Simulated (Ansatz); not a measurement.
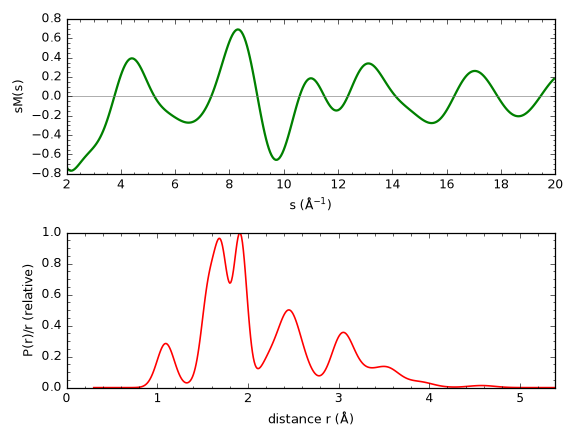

Simulated gas electron diffraction: reduced molecular intensity sM(s) from the Debye equation in the first Born approximation (top) and the radial distribution curve (bottom) of C3H7FSi. Each pair of atoms contributes with weight ZᵢZⱼ/r; damping constant 0.0015 Å²; vibrational amplitudes assumed, not computed: 0.05 Å for bonds, 0.078 Å for bonds to H, 0.06 + 0.015 r up to 0.15 Å for other pairs. The geometry is the end point of an optimisation (RKS PBE0/6-31G (Ansatz)); it may be a saddle point or a higher isomer. SMILES: F[SiH]1CCC1.

Q: Which pairs of atoms lie under the first 6 clear peaks? Mark bonded pairs by – and others by ···.

A: Peak 1, 1.09 Å: C–H 1.09–1.10 Å (×6)
Peak 2, 1.69 Å: C–C 1.57 Å (×2), Si–F 1.71 Å, not resolved
Peak 3, 1.91 Å: Si–C 1.92 Å (×2)
Peak 4, 2.45 Å: C···H 2.23–2.26 Å (×6), C···C 2.43 Å, Si···C 2.44 Å, Si···H 2.54–2.62 Å (×4), not resolved
Peak 5, 3.05 Å: C···H 3.00–3.32 Å (×6), F···C 3.05 Å (×2), F···H 3.23 Å (×2), not resolved
Peak 6, 3.50 Å: F···C 3.53 Å, F···H 3.63 Å, C···H 3.72 Å, not resolved; in its flanks F···H 3.90 Å
